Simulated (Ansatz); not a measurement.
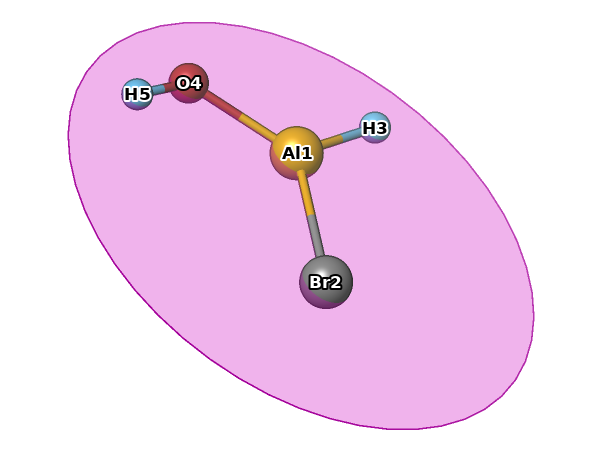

A disc through the centre of mass is drawn in. Distant atoms are faded towards the background colour. Computed geometry: PBE0-D4/def2-TZVP optimisation.

> Is the plane of the disc a mirror plane of the structure?

Yes. The reflection leaves Al1, Br2, H3, O4, H5 in place. The point group is Cs.
